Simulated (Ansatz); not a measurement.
Take GaN in the zinc blende structure (space group F-43m, No. 216; a = 4.498 Å) as the base. Axes: x, y, z lie along the cube axes.

One thing is altered: uniaxial strain ε_zz = +0.50 %, all other strain components held at zero; the atoms relax in the strained cell.

Level of theory: PBEsol/PAW in Ansatz (a first-principles code), no spin-orbit coupling.

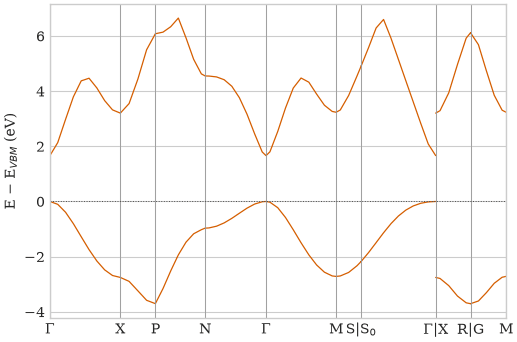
Figure. Highest valence and lowest conduction band along the path of the changed cell's own zone

The gap is 1.66 eV, direct at Γ; the base has 1.70 eV.

Stability against distortions was not tested. This is not the structure that GaN has at room temperature and ambient pressure. Labels are those of the standard path for the cell's own space group.
